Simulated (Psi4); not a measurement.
**BHO2 (oxoborinic acid), run twice**

Wanted: the vertical excitations of BHO2 (oxoborinic acid), TD-mPW1PW91/6-31G** (Cholesky decomposition, Cartesian functions, save jk yes).

The results are computed with Psi4 1.11.

5 further runs of the same task are left out: 2 that didn't finish, 3 set aside as unsound or not needed.

**1. The molecule**

The species is BHO2 (4 atoms), meant as a singlet with charge 0. SMILES: `O=BO`. Geometry: relaxed at PBE0-D4/def2-TZVP.

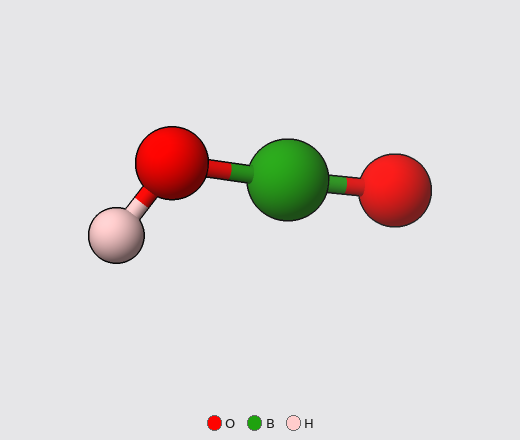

The structure, seen from a chosen angle (oxygen red, boron green, hydrogen pink).

**2. The input as first written**

bho2.xyz reads:

```xyz
4
BHO2
O     -1.555100     0.523500     0.428500
B     -0.423900     0.132000     0.248600
O      0.816700    -0.302000     0.108600
H      1.162300    -0.353500    -0.785700
```

bho2.py reads:

```python
import psi4

psi4.set_memory('200 MB')
psi4.set_num_threads(1)
psi4.set_output_file('psi4.out', False)

with open('bho2.xyz') as f:
    atoms = ''.join(f.readlines()[2:])
mol = psi4.geometry('0 1\n' + atoms + 'symmetry c1\nno_reorient\nno_com')

psi4.set_options(dict(basis='6-31G**', reference='rks', scf_type='cd', save_jk=True))

from psi4.driver.procrouting.response.scf_response import tdscf_excitations
result, w = psi4.energy("mpw1pw91", return_wfn=True)
states = tdscf_excitations(w, states=4, tda=False)
for k, s in enumerate(states, 1):
    print(f"root {k}: {s['EXCITATION ENERGY'] * 27.211386:.4f} eV  f = {s['OSCILLATOR STRENGTH (LEN)']:.4f}  {s['SYMMETRY']}")
print(f'mpw1pw91 energy: {result:.10f} Eh')
for k, v in sorted(psi4.core.scalar_variables().items()):
    print(f'{k:45s} {v:18.10f}')
```

Command:

```
$ python bho2.py
```

stdout:

```text
psi4.driver.p4util.exceptions.ValidationError: set_memory(): Requested 1.91e+02 MiB (2e+02 MB); minimum 250 MiB (263 MB). Please, sir, I want some more.
```

It took 0.67 s on 1 thread of Intel Xeon 6975P-C (Granite Rapids), shared host; peak memory 0.13 GiB.

**3. Reading the log**

The input was rejected.

The telling line is `psi4.driver.p4util.exceptions.ValidationError: set_memory(): Requested 1.91e+02 MiB`. The cause is that too little memory is allowed.

**4. Second attempt**

bho2.xyz is that of step 2.

job.py reads:

```python
import psi4

psi4.set_memory('1600 MB')
psi4.set_num_threads(1)
psi4.core.set_output_file('psi4.out', False)

with open('bho2.xyz') as f:
    atoms = ''.join(f.readlines()[2:])
m = psi4.geometry('0 1\n' + atoms + 'symmetry c1\nno_reorient\nno_com')

psi4.set_options(dict(basis='6-31G**', reference='rks', scf_type='cd', save_jk=True))

from psi4.driver.procrouting.response.scf_response import tdscf_excitations
E, wfn = psi4.energy("MPW1PW91", return_wfn=True)
states = tdscf_excitations(wfn, states=4, tda=False)
for k, s in enumerate(states, 1):
    print(f"root {k}: {s['EXCITATION ENERGY'] * 27.211386:.4f} eV  f = {s['OSCILLATOR STRENGTH (LEN)']:.4f}  {s['SYMMETRY']}")
print(f'total energy {E:.8f} hartree = {E * 27.211386:.5f} eV')
```

Command:

```
$ python job.py
```

psi4.out (excerpt; [...] marks lines left out):

```text
[...]
  Running in c1 symmetry.
[...]
  Nuclear repulsion =   54.005576575383920
[...]
  Multiplicity = 1
[...]
  Nalpha       = 11
  Nbeta        = 11
[...]
    Number of basis functions: 50
[...]
   @RKS iter   1:  -175.68174790805205   -3.82320e-01   1.62805e-02 DIIS/ADIIS
[...]
   @RKS iter   8:  -175.92999838162496   -2.33158e-08   8.88677e-07 DIIS
[...]
  @RKS Final Energy:  -175.92999838162496
   => Energetics <=
    Nuclear Repulsion Energy =             54.0055765753839196
    One-Electron Energy =                -347.8863948026955200
    Two-Electron Energy =                 134.3784892736280199
    DFT Exchange-Correlation Energy =     -16.4276694279413888
    Empirical Dispersion Energy =           0.0000000000000000
    VV10 Nonlocal Energy =                  0.0000000000000000
    Total Energy =                       -175.9299983816249551
[...]
 Multipole Moments:
 ------------------------------------------------------------------------------------
     Multipole            Electronic (a.u.)      Nuclear  (a.u.)        Total (a.u.)
 ------------------------------------------------------------------------------------
 L = 1.  Multiply by 2.5417464519 to convert [e a0] to [Debye]
 Dipole X            :         14.1507843          -12.9718360            1.1789483
 Dipole Y            :         -4.2842691            3.9277958           -0.3564734
 Dipole Z            :         -9.8069287            8.9839470           -0.8229818
 Magnitude           :                                                    1.4813140
[...]
**********                               WARNING                                **********
**********       The names of excited state variables changed between 1.5       **********
[...]
**********                               WARNING                                **********
**********  Length-gauge rotatory strengths are **NOT** gauge-origin invariant  **********
[...]
                                    Excitation Energy         Total Energy        Oscillator Strength             Rotatory Strength
[...]
Excited State    1 (1 A):   0.29691 au   153.46 nm f = 0.0072
[...]
Excited State    2 (1 A):   0.31242 au   145.84 nm f = 0.0159
[...]
Excited State    3 (1 A):   0.31660 au   143.92 nm f = 0.0016
[...]
Excited State    4 (1 A):   0.33985 au   134.07 nm f = 0.0030
[...]
```

The script printed:

```text
root 1: 8.0793 eV  f = 0.0072  A
root 2: 8.5013 eV  f = 0.0159  A
root 3: 8.6151 eV  f = 0.0016  A
root 4: 9.2477 eV  f = 0.0030  A
total energy -175.92999838 hartree = -4787.29909 eV
```

It took 5.7 s on 1 thread of Intel Xeon 6975P-C (Granite Rapids), shared host; peak memory 0.33 GiB.

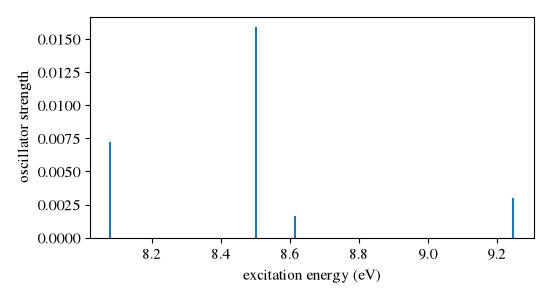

Vertical excitations as sticks.

The roots found:

```csv
excited state,energy (eV),strength,label
1,8.079,0.0072,A 1
2,8.501,0.0159,A 1
3,8.615,0.0016,A 1
4,9.248,0.0030,A 1
```

**5. Summary of results**

Level: TD-mPW1PW91/6-31G** (Cholesky decomposition, Cartesian functions, save jk yes).

```
                                   quantity          value
          ground-state or mean-field energy  -175.93000 Eh
 dipole moment (mPW1PW91 Kohn–Sham density)         3.77 D
  HOMO energy (mPW1PW91 Kohn–Sham orbitals)       -9.05 eV
  LUMO energy (mPW1PW91 Kohn–Sham orbitals)        0.74 eV
HOMO–LUMO gap (mPW1PW91 Kohn–Sham orbitals)        9.79 eV
                   lowest excitation energy        8.08 eV
```

The brightest of the 4 transitions from the ground state lies at 8.50 eV (146 nm, f = 0.016); the lowest, at 8.08 eV, has f = 0.007. The basis has no diffuse functions, so Rydberg states are missing or pushed up, and the true lowest state may lie lower. Roots above 9.0 eV lie over the negative of the HOMO energy, where those of Rydberg kind are poorly described; valence roots are less touched.
